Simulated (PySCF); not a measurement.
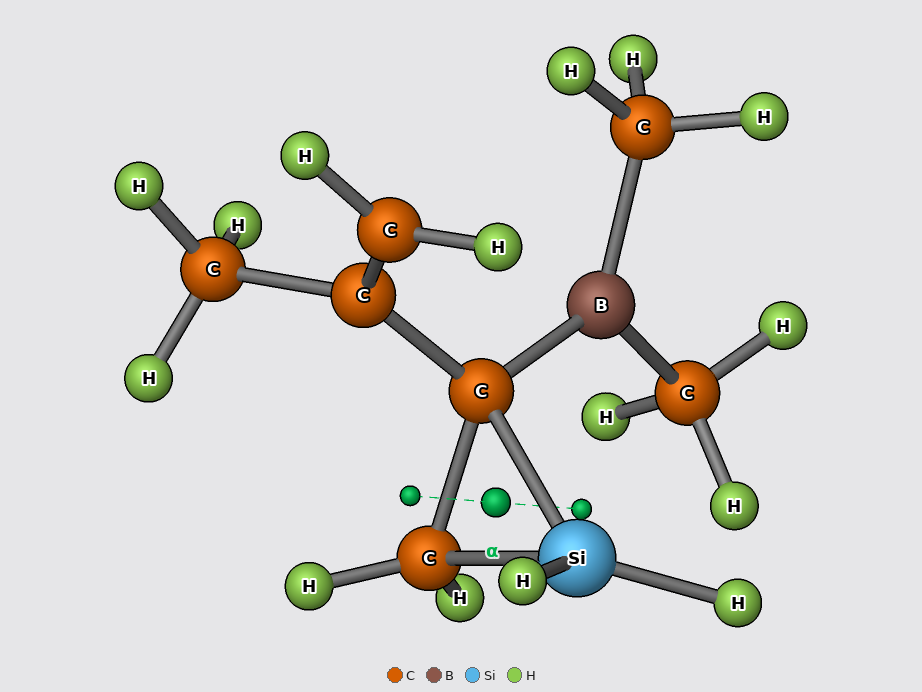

The small points mark where nucleus-independent chemical shifts (NICS) were computed: at the centre of each lettered ring and 1 Å above and below it. The geometry was computed by an optimisation with GFN2-xTB. No frequency run is at hand to confirm it as a minimum. Properties computed with GIAO PBE0/pcSseg-1 NMR shielding, non-relativistic, gas phase (PySCF 2.14.0).

Give NICS(0), NICS(1) and the out-of-plane component NICS(1)zz for each ring (means of the two sides).

```tsv
ring	members	NICS(0)	NICS(1)	NICS(1)zz
α	C2Si	−28.4	−7.8	−17.6
```

Values in ppm.

The geometry is semi-empirical. Around B, Si such bond lengths and angles can be off by a tenth of an ångström or more and by several degrees, and values that hang on the shape move with them.
